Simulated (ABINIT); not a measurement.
# GaP (F-43m): G0W0 in ABINIT against the k mesh, part 2 of 2

Wanted: the cheapest k mesh that holds the gap of GaP (F-43m).

ABINIT 10.8.3; PBE and many-body steps on it, plane waves. Known limits of the many-body steps: not at the basis limit; exchange with frozen shells missing; no spin-orbit coupling; coarse k mesh.

So far. Step 4 (Empty states on the mesh, 6×6×6 mesh, 36 bands): On this mesh the gap is 1.653 eV. Step 5 (Screening, 2×2×2 mesh, 32 bands, screening to 106.1 eV): Local fields lower ε∞ by 13 %. On a Γ-centred mesh this coarse the value itself is usually too large, while a short band sum pulls it down.

## (8) 4×4×4

The self-energy is evaluated for the states that the input lists, and the levels follow from it, in one-shot runs by the linearised quasiparticle equation.

This step: G0W0 on PBE, plane waves, norm-conserving pseudopotentials.

Contents of run.abi:

```
acell 3*1.0 Angstrom
rprim 
  0.000000000000 2.725250000000 2.725250000000
  2.725250000000 0.000000000000 2.725250000000
  2.725250000000 2.725250000000 0.000000000000
ntypat 2
znucl 31 15
natom 2
typat 1 2
xred 
  0.000000000000 0.000000000000 0.000000000000
  0.250000000000 0.250000000000 0.250000000000
pp_dirpath "pseudos"
pseudos "Ga.upf, P.upf"
ecut 36
ngkpt 4 4 4
nshiftk 1
shiftk 0 0 0
kptopt 1
chksymbreak 0
istwfk *1
occopt 1
irdwfk 1
optdriver 4
nband 32
gwcalctyp 0
ecutsigx 36
symsigma 1
nkptgw 2
kptgw 
  0.0000000000 0.0000000000 0.0000000000
  0.5000000000 0.5000000000 0.0000000000
bdgw 
  7 13
  8 11
ecuteps 3.9
irdscr 1
ppmodel 1
indata_prefix "in"
outdata_prefix "out"
tmpdata_prefix "tmp"
```

On the command line:

```bash
$ OMP_NUM_THREADS=1 mpirun -n 4 abinit run.abi > log
```

Numbers of over 12 decimals in the logs are rounded to 6 here.

The log of the run:

```text
.Version 10.8.3 of ABINIT. v10.8.2 released Aug 2026.

 Symmetries : space group F-4 3 m (#216); Bravais cF (face-center cubic)
[... echo of the input left out ...]
== DATASET  1 ==================================================================
-   mpi_nproc: 4, omp_nthreads: 1 (-1 if OMP is not activated)

--- !DatasetInfo
iteration_state: {dtset: 1, }
dimensions: {natom: 2, nkpt: 8, mband: 32, nsppol: 1, nspinor: 1, nspden: 1, mpw: 2832, }
cutoff_energies: {ecut:  36.0, pawecutdg:  -1.0, }
electrons: {nelect:   1.80000000E+01, charge:   0.00000000E+00, occopt:   1.00000000E+00, tsmear:   1.00000000E-02, }

 SIGMA: Calculation of the GW corrections

 Based on a program developped by R.W. Godby, V. Olevano, G. Onida, and L. Reining.
 Incorporated in ABINIT by V. Olevano, G.-M. Rignanese, and M. Torrent.
.Using double precision arithmetic ; gwpc =  8

[... cell and pseudopotentials left out ...]
--------------------------------------------------------------------------------

 ==== K-mesh for the wavefunctions ====
 Number of points in the irreducible wedge :     8
[... list of points left out ...]
 Together with 24 symmetry operations and time-reversal symmetry
 yields    64 points in the full Brillouin Zone.

 ==== Q-mesh for screening function ====
 Number of points in the irreducible wedge :     8
[... list of points left out ...]
 Together with 24 symmetry operations and time-reversal symmetry
 yields    64 points in the full Brillouin Zone.

 vcoul_init : cutoff-mode = AUXILIARY_FUNCTION
 q-points for optical limit:   1
     1)      0.000010    0.000020    0.000030
 setmesh: FFT mesh size selected  =    40x   40x   40
          total number of points  =        64000

 Number of electrons calculated from density =   18.0000; Expected =   18.0000
[...]
number of omega for Sigma on real axis              0
 max omega for Sigma on real axis  [eV]           0.00
 zcut for avoiding poles [eV]                     0.10

 EPSILON^-1 parameters (SCR file):
 dimension of the eps^-1 matrix on file            113
 dimension of the eps^-1 matrix used               113
 number of plane-waves for wavefunctions          2741
 number of bands                                    32
 number of q-points in IBZ                           8
 number of frequencies                               2
 number of real frequencies                          1
 number of imag frequencies                          1

 matrix elements of self-energy operator (all in [eV])

 Perturbative Calculation

--- !SelfEnergy_ee
iteration_state: {dtset: 1, }
kpoint     : [   0.000,    0.000,    0.000, ]
spin       : 1
KS_gap     :    1.817
QP_gap     :    2.384
Delta_QP_KS:    0.567
data: !SigmaeeData |
     Band     E0 <VxcDFT>   SigX SigC(E0)      Z dSigC/dE  Sig(E)    E-E0       E
        7   4.357 -12.838 -14.651   1.849   0.782  -0.278 -12.810   0.028   4.385
        8   4.357 -12.838 -14.651   1.849   0.782  -0.278 -12.810   0.028   4.385
        9   4.357 -12.838 -14.651   1.849   0.782  -0.278 -12.810   0.028   4.385
[...]
--- !SelfEnergy_ee
iteration_state: {dtset: 1, }
kpoint     : [   0.500,    0.500,    0.000, ]
spin       : 1
KS_gap     :    4.335
QP_gap     :    5.094
Delta_QP_KS:    0.758
data: !SigmaeeData |
     Band     E0 <VxcDFT>   SigX SigC(E0)      Z dSigC/dE  Sig(E)    E-E0       E
[...]
10   6.010  -9.355  -5.501  -3.403   0.808  -0.238  -8.991   0.364   6.374
       11   6.179 -10.511  -6.390  -3.449   0.802  -0.247  -9.972   0.539   6.718

== END DATASET(S) ==============================================================
================================================================================

 -outvars: echo values of variables after computation  --------
           etotal      0.0000000000E+00
            nband          32
             nkpt           8
          spgroup         216
 [... the other variables as echoed above ...]

 Calculation completed.
```

Wall time 3.5 s (4 MPI ranks of Arm Neoverse V1, shared host); peak memory 0.49 GiB.

Numbers from this step:

- G0W0 gap on the points computed: 1.989 eV
- starting gap on the mesh: 1.653 eV
- k of the valence top: 0, 0, 0
- k of the conduction bottom: 0.5, 0.5, 0
- Z at the valence top: 0.782
- Z at the conduction bottom: 0.808
- least direct G0W0 gap on the computed points: 2.384 eV

The gap on the mesh goes from 1.65 eV to 1.99 eV, a correction of +0.34 eV.

## (9) Screening, 6×6×6 mesh, 32 bands, screening to 106.1 eV

This step: RPA screening on PBE, plane waves, norm-conserving pseudopotentials.

run.abi, as its differences from that of step 8:

```diff
@@ -15,3 +15,3 @@
 ecut 36
-ngkpt 4 4 4
+ngkpt 6 6 6
 nshiftk 1
@@ -23,17 +23,8 @@
 irdwfk 1
-optdriver 4
+optdriver 3
 nband 32
-gwcalctyp 0
-ecutsigx 36
-symsigma 1
-nkptgw 2
-kptgw 
-  0.0000000000 0.0000000000 0.0000000000
-  0.5000000000 0.5000000000 0.0000000000
-bdgw 
-  7 13
-  8 11
 ecuteps 3.9
-irdscr 1
-ppmodel 1
+inclvkb 2
+awtr 1
+symchi 1
 indata_prefix "in"
```

The log of the run:

```text
.Version 10.8.3 of ABINIT. v10.8.2 released Aug 2026.

 Symmetries : space group F-4 3 m (#216); Bravais cF (face-center cubic)
[... echo of the input left out ...]
== DATASET  1 ==================================================================
-   mpi_nproc: 4, omp_nthreads: 1 (-1 if OMP is not activated)

--- !DatasetInfo
iteration_state: {dtset: 1, }
dimensions: {natom: 2, nkpt: 16, mband: 32, nsppol: 1, nspinor: 1, nspden: 1, mpw: 2838, }
cutoff_energies: {ecut:  36.0, pawecutdg:  -1.0, }
[...]
--------------------------------------------------------------------------------
[... chi0 elements left out ...]
 For q-point:  0.000010 0.000020 0.000030
  dielectric constant =  12.1506
  dielectric constant without local fields =  13.3847

  Average fulfillment of the sum rule on Im[epsilon] for q-point    1 :     32.49  [%]
[... wings left out ...]
  q-point number  2        q = ( 0.166667, 0.000000, 0.000000) [r.l.u.]
--------------------------------------------------------------------------------
[... chi0 elements left out ...]
  Average fulfillment of the sum rule on Im[epsilon] for q-point    2 :     49.92  [%]

 [... 14 further q-points ...]
```

The job ended after 20 s (4 MPI ranks; peak memory 0.6 GiB; 78 s of CPU time).

Numbers from this step:

```yaml
eps_infinity_with_local_fields_on_this_mesh_along_the_program_s_q_direction: 12.15
the_same_without_local_fields: 13.38
plasma_frequency: 24.76 eV
plane_waves_in_the_screening_matrix: 113
```

## (10) 6×6×6

This step: G0W0 on PBE, plane waves, norm-conserving pseudopotentials.

run.abi, as its differences from that of step 9:

```diff
@@ -23,8 +23,17 @@
 irdwfk 1
-optdriver 3
+optdriver 4
 nband 32
+gwcalctyp 0
+ecutsigx 36
+symsigma 1
+nkptgw 2
+kptgw 
+  0.0000000000 0.0000000000 0.0000000000
+  0.5000000000 0.5000000000 0.0000000000
+bdgw 
+  7 13
+  8 11
 ecuteps 3.9
-inclvkb 2
-awtr 1
-symchi 1
+irdscr 1
+ppmodel 1
 indata_prefix "in"
```

The log of the run:

```text
.Version 10.8.3 of ABINIT. v10.8.2 released Aug 2026.

 Symmetries : space group F-4 3 m (#216); Bravais cF (face-center cubic)
[... echo of the input left out ...]
== DATASET  1 ==================================================================
-   mpi_nproc: 4, omp_nthreads: 1 (-1 if OMP is not activated)

--- !DatasetInfo
iteration_state: {dtset: 1, }
dimensions: {natom: 2, nkpt: 16, mband: 32, nsppol: 1, nspinor: 1, nspden: 1, mpw: 2838, }
cutoff_energies: {ecut:  36.0, pawecutdg:  -1.0, }
[...]
Band     E0 <VxcDFT>   SigX SigC(E0)      Z dSigC/dE  Sig(E)    E-E0       E
[...]
10   6.010  -9.382  -5.649  -3.286   0.807  -0.240  -9.021   0.360   6.370
       11   6.179 -10.530  -6.543  -3.325   0.801  -0.249 -10.000   0.530   6.710

== END DATASET(S) ==============================================================
================================================================================

 -outvars: echo values of variables after computation  --------
           etotal      0.0000000000E+00
            nband          32
             nkpt          16
          spgroup         216
 [... the other variables as echoed above ...]

 Calculation completed.
```

It took 4.7 s on 4 MPI ranks; peak memory 0.77 GiB; 18 s of CPU time.

This step gave:

- G0W0 gap on the points computed: 2.018 eV
- starting gap on the mesh: 1.653 eV
- k of the valence top: 0, 0, 0
- k of the conduction bottom: 0.5, 0.5, 0
- least direct G0W0 gap on the computed points: 2.382 eV

Against the run before, the gap moves by +0.029 eV.

## (11) Side by side

Times are wall times on 4 MPI ranks of Arm Neoverse V1, shared host, good to a factor of about two. A run's time includes the screening step that it read.

```
  run   mesh  bands  screening cutoff (eV)  DFT gap (eV)  gap on the mesh (eV)  direct (eV)  ε∞ used   time
2×2×2  2×2×2     32                  106.1         1.653                 1.859        2.409    48.33  5.5 s
4×4×4  4×4×4     32                  106.1         1.653                 1.989        2.384    17.95  8.6 s
6×6×6  6×6×6     32                  106.1         1.653                 2.018        2.382    12.15   24 s
```

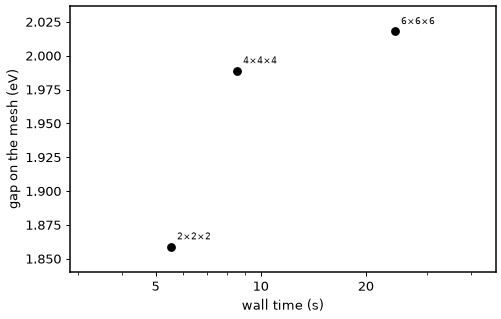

Result against wall time.

## (12) Outcome

```yaml
2x2x2: 1.859 eV
4x4x4: 1.989 eV
6x6x6: 2.018 eV
known_limits: not at the basis limit; exchange with frozen shells missing; no spin-orbit coupling; coarse k mesh
```

**Reading.** The setting moved: k mesh. From 2×2×2 to 6×6×6 the gap moves by +0.16 eV, for 4.4 times the time. The last step still moves it by +0.029 eV. Bands and screening cutoff are coupled, so a series along one setting does not show full convergence. Bands and cutoff are finite, so the gap is not at the basis limit. The miss can reach some tenths of an eV and take either sign; the mesh is an error of its own. In the G0W0 runs levels were corrected at 2 k points alone, so a gap called «on the mesh» is the least over those, and an edge elsewhere would be missed. The 2×2×2 mesh is coarse for this cell, which bears on the long-range parts of exchange and screening. The norm-conserving file of at least one element keeps a d shell over frozen s and p shells of the same row. Exchange with those shells is missing from the self-energy, an error of 0.3 to 0.9 eV in cases checked, whose sign depends on which edge lies on those atoms. The many-body steps are scalar-relativistic: spin-orbit coupling is not in them.

[Paths, hosts, dates, memory and timing lines, banners, echoed tables and standing remarks are left out of the program output.]

[Logs are printed without paths, hosts, clocks, repeated set-up lines and the standing remarks that a program may print on its own settings, such as how far it seeks lower states.]

[Runs of the session that timed out or met a known fault of the program may be left out.]

[Hosts, paths, dates, database ids (printed as entryN), source tags and the programs' standing remarks are cut or masked in the printed files.]

[G0W0 gaps are taken among the corrected bands and points alone; a level outside them can change the order at an edge.]

[Where Ansatz stands beside ABINIT at settings called matched, ABINIT's density can come from a denser mesh and the files from another edition; pairs whose starting gaps differed by over 0.03 eV were left out, so agreement reads better than it is.]
